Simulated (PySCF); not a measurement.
## Electronic structure of SiF4···PH3···PH3 (cis-Si(PH3)2F4) in real space

Input

```
{"job": {"kind": "nmr", "xc": "PBE0", "basis": "pcSseg-1"}, "charge": 0, "multiplicity": 1}
Si    -1.009419     0.013897    -0.912629
P     -1.533516     0.134645     2.628369
H     -0.613318    -0.024623     3.707200
H     -2.555521    -0.636685     3.257940
H     -2.037444     1.377845     3.113816
F     -0.865157     0.008888    -2.498868
P      2.463206    -0.112383    -1.791670
H      2.797841    -1.419449    -2.255314
H      3.660766     0.025750    -1.028067
H      3.005512     0.538723    -2.939399
F     -2.570167    -0.038896    -0.602039
F     -0.403185     1.362629    -0.335921
F     -0.308968    -1.282441    -0.321218
```

Run with:

```sh
OMP_NUM_THREADS=1 python probes_run.py task.json out
```

Geometry: PBE0-D3(BJ)/def2-SVP.

Theory: PBE0/pcSseg-1, SCF density, gas phase, non-relativistic in PySCF 2.14.0.

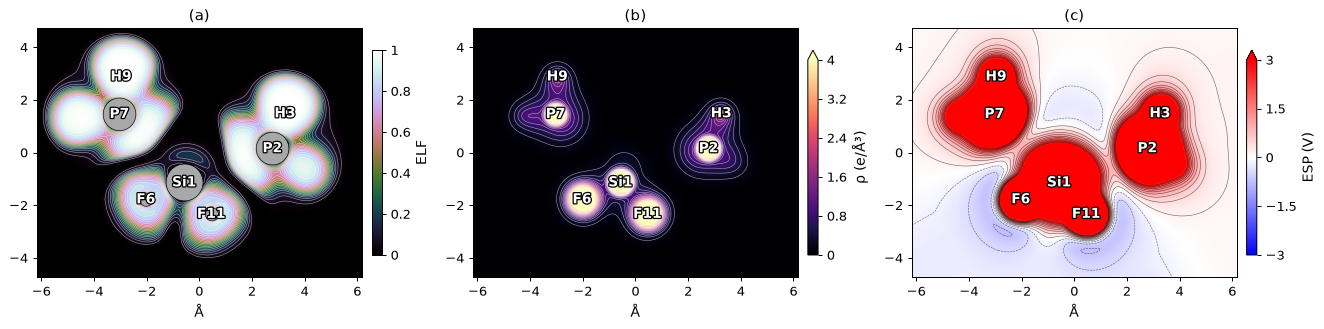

Figure 1. (a) electron localisation function; (b) total electron density; (c) electrostatic potential on the plane of atoms F6, Si1 and F11. Grey discs cover the atomic cores in the ELF map.

Describe what can be read from this map.

Answer.
- The plane passes through Si, P, H and F nuclei.
- Si1···P2 (3.58 Å): the density falls to about 0.05 e/Å³ on the way; the ELF dips to about 0 between them (a weak contact between the two molecules).
- Si–F (1.59 Å): the density is about 1.1 e/Å³ at the midpoint; the ELF peaks at about 0.85 in the valence shell of F, 0.5 Å from its nucleus, and is about 0.50 at the midpoint.
- P–H (1.43 Å): the density is about 1 e/Å³ at the midpoint; the ELF climbs to about 1 towards the hydrogen, as it does in any bond to H.
- The ELF also peaks beside F11 and F6, away from the bonds: lone-pair regions.
- Outside the dense part of the complex the potential is most negative (−0.7 V) near F6.

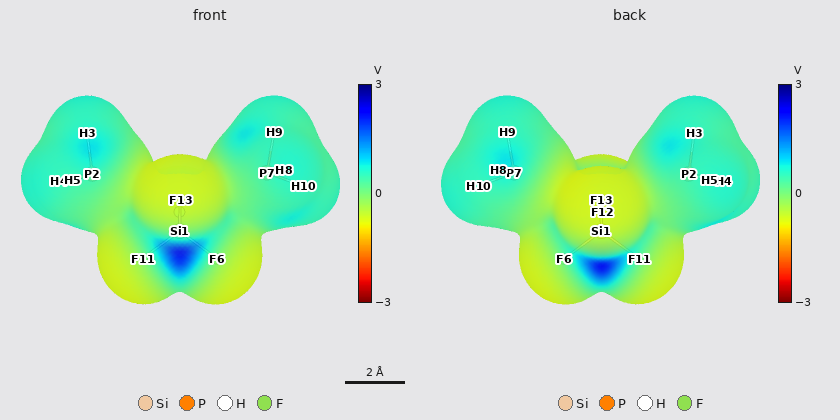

Figure 2. The electrostatic potential painted on the density surface at 0.002 e/bohr³, seen from the front and from behind; the colour scale runs from red (negative) to blue (positive).

Which sites attract a positive test charge, and which a negative one?

Answer. A positive charge is drawn to the negative regions and a negative charge to the positive ones. The most negative region (about −0.7 V) lies over F6, F11, F12 and F13, the most positive (about +1.9 V) over Si1.

What dipole moment does the calculation give?

Answer. Its dipole moment is 1.48 D.
